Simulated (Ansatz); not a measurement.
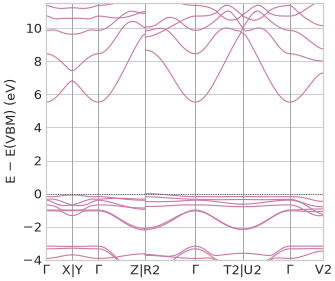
*Band structure from r²SCAN+D4 (plane waves, PAW; program Ansatz)*

Problem. Read off the gap and where the band edges lie.

Solution. About 5.5 eV (5.52 eV by a search for the band edges); maximum at R2, minimum at Γ.

The material is LiH3O2 in space group C2/m (No. 12; Pearson symbol mS24).

The workflow started from a Materials Project entry (that database holds measured and hypothetical structures alike); the Crystallography Open Database files this formula in space group No. 12, but the cells were not matched. Its standing as an ambient phase is unchecked. The cell was relaxed with r²SCAN+D4 under the symmetry of its start; its stability against distortions is not shown here. Point labels and valley counts follow the cell and symmetry of the run, lower than the named group.

Potentials: the later of the program's two PAW sets.
